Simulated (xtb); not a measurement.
## Run report: C2H5P, geometry relaxation (part 1 of 2)

C2H5P, SMILES C1CP1, computed with GFN2-xTB (xtb 6.7.1).

The geometry comes from this level: GFN2-xTB.

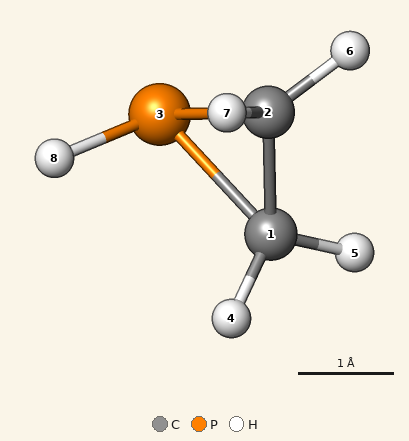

Fig. 1: The input geometry (ball-and-stick view, seen at a tilt; atoms are numbered from 1 in the order of the input).

### Input file (coord)
```
$coord
     -1.242419337896      0.558168405431     -0.735292435092  c
      1.361320905658      0.627710326817      0.382310492273  c
     -0.829155131702     -1.533040318603      2.025975378211  p
     -1.495944994776     -0.309688317304     -2.566720508773  h
     -2.425954809750      2.200170332379     -0.443499824188  h
      1.889915097238      2.315103475279      1.409546716358  h
      2.901617772579     -0.192260735919     -0.679054185623  h
     -0.159360604090     -3.666163168080      0.606753264095  h
$end
```

Run on 1 thread of Intel Xeon @ 2.50GHz (Skylake/Cascade Lake), 189 GiB of memory available, shared host.

Run as:
```bash
xtb -o vtight -c 0 -- coord > xtb.out
```

### The program's output
```
* xtb version 6.7.1
   ID    Z sym.   atoms
    1    6 c      1, 2
    2   15 p      3
    3    1 h      4-8

           -------------------------------------------------
          |                Calculation Setup                |
           -------------------------------------------------

          program call               : xtb -o vtight -c 0 -- coord
          coordinate file            : coord
          omp threads                :                     1

           -------------------------------------------------
          |                 G F N 2 - x T B                 |
           -------------------------------------------------

      * Hamiltonian:
        H0-scaling (s, p, d)           1.850000    2.230000    2.230000
        zeta-weighting                 0.500000
      * Dispersion:
        s8                             2.700000
        a1                             0.520000
        a2                             5.000000
        s9                             5.000000
      * Repulsion:
        kExp                           1.500000    1.000000
        rExp                           1.000000
      * Coulomb:
        alpha                          2.000000
        third order                    shell-resolved
        anisotropic                    true
        a3                             3.000000
        a5                             4.000000
        cn-shift                       1.200000
        cn-exp                         4.000000
        max-rad                        5.000000

          ...................................................
          :                      SETUP                      :
          :.................................................:
          :  # basis functions                  23          :
          :  # atomic orbitals                  22          :
          :  # shells                           12          :
          :  # electrons                        18          :
          :  max. iterations                   250          :
          :  Hamiltonian                  GFN2-xTB          :
          :  restarted?                      false          :
          :  GBSA solvation                  false          :
          :  PC potential                    false          :
          :  electronic temp.          300.0000000     K    :
          :  accuracy                    1.0000000          :
          :  -> integral cutoff          0.2500000E+02      :
          :  -> integral neglect         0.1000000E-07      :
          :  -> SCF convergence          0.1000000E-05 Eh   :
          :  -> wf. convergence          0.1000000E-03 e    :
          :  Broyden damping             0.4000000          :
          :  net charge                          0          :
          :  unpaired electrons                  0          :
          ...................................................

 iter      E             dE          RMSdq      gap      omega  full diag
   1     -9.3961775 -0.939618E+01  0.373E+00    5.35       0.0  T
   2     -9.4214500 -0.252725E-01  0.279E+00    5.34       1.0  T
   3     -9.4235734 -0.212343E-02  0.149E+00    5.36       1.0  T
   4     -9.4236476 -0.741939E-04  0.155E-01    5.39       1.0  T
   5     -9.4236675 -0.199486E-04  0.546E-02    5.39       1.0  T
   6     -9.4236680 -0.496874E-06  0.174E-02    5.39       2.0  T
   7     -9.4236681 -0.671164E-07  0.461E-03    5.39       7.7  T
   8     -9.4236681 -0.331726E-08  0.887E-04    5.39      39.8  T
   9     -9.4236681 -0.105537E-08  0.563E-04    5.39      62.8  T

   *** convergence criteria satisfied after 9 iterations ***

         #    Occupation            Energy/Eh            Energy/eV
      -------------------------------------------------------------
         1        2.0000           -0.6692112             -18.2102
       ...           ...                  ...                  ...
         3        2.0000           -0.5717191             -15.5573
         4        2.0000           -0.5239744             -14.2581
         5        2.0000           -0.4950802             -13.4718
         6        2.0000           -0.4597782             -12.5112
         7        2.0000           -0.4406358             -11.9903
         8        2.0000           -0.4046792             -11.0119
         9        2.0000           -0.3985687             -10.8456 (HOMO)
        10                         -0.2005597              -5.4575 (LUMO)
        11                         -0.1828305              -4.9751
        12                         -0.0499185              -1.3584
        13                          0.0070292               0.1913
        14                          0.0593053               1.6138
       ...                                ...                  ...
        22                          0.8883738              24.1739
      -------------------------------------------------------------
                  HL-Gap            0.1980090 Eh            5.3881 eV
             Fermi-level           -0.2995642 Eh           -8.1516 eV

 SCC (total)                   0 d,  0 h,  0 min,  0.007 sec
 SCC setup                      ...        0 min,  0.000 sec (  2.082%)
 Dispersion                     ...        0 min,  0.000 sec (  0.883%)
 classical contributions        ...        0 min,  0.000 sec (  0.401%)
 integral evaluation            ...        0 min,  0.001 sec ( 13.988%)
 iterations                     ...        0 min,  0.004 sec ( 49.973%)
 molecular gradient             ...        0 min,  0.002 sec ( 28.870%)
 printout                       ...        0 min,  0.000 sec (  3.404%)

         :::::::::::::::::::::::::::::::::::::::::::::::::::::
         ::                     SUMMARY                     ::
         :::::::::::::::::::::::::::::::::::::::::::::::::::::
         :: total energy              -9.307014513384 Eh    ::
         :: gradient norm              0.000441034949 Eh/a0 ::
         :: HOMO-LUMO gap              5.388099247504 eV    ::
         ::.................................................::
         :: SCC energy                -9.423667535759 Eh    ::
         :: -> isotropic ES            0.001496934544 Eh    ::
         :: -> anisotropic ES          0.001183700617 Eh    ::
         :: -> anisotropic XC          0.006387059140 Eh    ::
         :: -> dispersion             -0.003494232687 Eh    ::
         :: repulsion energy           0.116653022376 Eh    ::
         :: add. restraining           0.000000000000 Eh    ::
         :: total charge              -0.000000000000 e     ::
         :::::::::::::::::::::::::::::::::::::::::::::::::::::

      -----------------------------------------------------------
     |                   =====================                   |
     |                        A N C O P T                        |
     |                   =====================                   |
     |               Approximate Normal Coordinate               |
     |                Rational Function Optimizer                |
      -----------------------------------------------------------
      -----------------------------------------------------------
     |                   =====================                   |
     |                        A N C O P T                        |
     |                   =====================                   |
     |               Approximate Normal Coordinate               |
     |                Rational Function Optimizer                |
      -----------------------------------------------------------

          ...................................................
          :                      SETUP                      :
          :.................................................:
          :   optimization level         verytight          :
          :   max. optcycles                   200          :
          :   ANC micro-cycles                  20          :
          :   degrees of freedom                18          :
          :.................................................:
          :   RF solver                   davidson          :
          :   write xtbopt.log                true          :
          :   linear?                        false          :
          :   energy convergence         0.1000000E-06 Eh   :
          :   grad. convergence          0.2000000E-03 Eh/α :
          :   maxmium RF displ.          1.0000000          :
          :   Hlow (freq-cutoff)         0.1000000E-01      :
          :   Hmax (freq-cutoff)         5.0000000          :
          :   S6 in model hess.         20.0000000          :
          ...................................................

generating ANC from exact Hessian ...
Using Lindh-Hessian (1995)
 Shifting diagonal of input Hessian by    0.0000000000000000
 Lowest  eigenvalues of input Hessian
    0.000000    0.000000    0.000000    0.000000    0.000000    0.000000
    0.012067    0.023196    0.037163    0.037707    0.049354    0.081384
    0.100146    0.139499    0.143646    0.183846    0.371974    0.372191
 Highest eigenvalues
    0.648989    0.774856    0.995796    1.103905    1.266841    1.545240

........................................................................
.............................. CYCLE    1 ..............................
........................................................................

 iter      E             dE          RMSdq      gap      omega  full diag
   1     -9.4236681 -0.942367E+01  0.161E-04    5.39       0.0  T
   2     -9.4236681 -0.452012E-10  0.562E-05    5.39     628.7  T
   3     -9.4236681 -0.584599E-11  0.438E-05    5.39     806.7  T
     SCC iter.                  ...        0 min,  0.002 sec
     gradient                   ...        0 min,  0.002 sec
 * total energy  :    -9.3070145 Eh     change       -0.1723208E-09 Eh
   gradient norm :     0.0004406 Eh/α   predicted     0.0000000E+00 (-100.00%)
   displ. norm   :     0.0148859 α      lambda       -0.2501835E-05
   maximum displ.:     0.0098026 α      in ANC's #1, #2, #4, ...

........................................................................
.............................. CYCLE    2 ..............................
........................................................................

 iter      E             dE          RMSdq      gap      omega  full diag
   1     -9.4236563 -0.942366E+01  0.330E-02    5.39       0.0  T
   2     -9.4236564 -0.136997E-06  0.175E-02    5.39       2.0  T
   3     -9.4236564 -0.485247E-09  0.392E-03    5.39       9.0  T
   4     -9.4236565 -0.152462E-07  0.134E-03    5.39      26.4  T
   5     -9.4236565 -0.915502E-09  0.288E-04    5.39     122.7  T
   6     -9.4236565 -0.107381E-09  0.147E-04    5.39     240.9  T
     SCC iter.                  ...        0 min,  0.002 sec
     gradient                   ...        0 min,  0.002 sec
 * total energy  :    -9.3070133 Eh     change        0.1208969E-05 Eh
   gradient norm :     0.0005923 Eh/α   predicted    -0.1249965E-05 (-203.39%)
   displ. norm   :     0.0108770 α      lambda       -0.2680412E-05
   maximum displ.:     0.0093480 α      in ANC's #1, #2, #4, ...

........................................................................
.............................. CYCLE    3 ..............................
........................................................................

 iter      E             dE          RMSdq      gap      omega  full diag
   1     -9.4236519 -0.942365E+01  0.207E-02    5.39       0.0  T
   2     -9.4236520 -0.346000E-07  0.115E-02    5.39       3.1  T
   3     -9.4236520  0.373752E-08  0.222E-03    5.39      15.9  T
   4     -9.4236520 -0.873737E-08  0.686E-04    5.39      51.5  T
   5     -9.4236520 -0.342823E-09  0.145E-04    5.39     243.1  T
     SCC iter.                  ...        0 min,  0.002 sec
     gradient                   ...        0 min,  0.002 sec
 * total energy  :    -9.3070151 Eh     change       -0.1837752E-05 Eh
   gradient norm :     0.0001317 Eh/α   predicted    -0.1341712E-05 ( -26.99%)
   displ. norm   :     0.0067552 α      lambda       -0.4191431E-06
   maximum displ.:     0.0053194 α      in ANC's #1, #2, #5, ...

........................................................................
.............................. CYCLE    4 ..............................
........................................................................

 iter      E             dE          RMSdq      gap      omega  full diag
   1     -9.4236471 -0.942365E+01  0.135E-02    5.39       0.0  T
   2     -9.4236471 -0.199899E-07  0.736E-03    5.39       4.8  T
   3     -9.4236471  0.842668E-09  0.166E-03    5.39      21.3  T
   4     -9.4236471 -0.339886E-08  0.532E-04    5.39      66.5  T
   5     -9.4236471 -0.137637E-09  0.112E-04    5.39     317.0  T
     SCC iter.                  ...        0 min,  0.002 sec
     gradient                   ...        0 min,  0.002 sec
 * total energy  :    -9.3070149 Eh     change        0.2863748E-06 Eh
   gradient norm :     0.0002772 Eh/α   predicted    -0.2107830E-06 (-173.60%)
   displ. norm   :     0.0043421 α      lambda       -0.5392584E-06
   maximum displ.:     0.0030644 α      in ANC's #1, #2, #4, ...

........................................................................
.............................. CYCLE    5 ..............................
........................................................................

 iter      E             dE          RMSdq      gap      omega  full diag
   1     -9.4236505 -0.942365E+01  0.922E-03    5.39       0.0  T
   2     -9.4236505 -0.915402E-08  0.492E-03    5.39       7.2  T
   3     -9.4236505  0.356319E-10  0.105E-03    5.39      33.8  T
   4     -9.4236505 -0.112660E-08  0.353E-04    5.39     100.2  T
   5     -9.4236505 -0.819131E-10  0.682E-05    5.39     518.8  T
     SCC iter.                  ...        0 min,  0.002 sec
     gradient                   ...        0 min,  0.002 sec
 * total energy  :    -9.3070153 Eh     change       -0.4014107E-06 Eh
   gradient norm :     0.0000112 Eh/α   predicted    -0.2685024E-06 ( -33.11%)
   displ. norm   :     0.0003058 α      lambda       -0.6255993E-08
   maximum displ.:     0.0002570 α      in ANC's #5, #4, #2, ...

........................................................................
.............................. CYCLE    6 ..............................
........................................................................
```
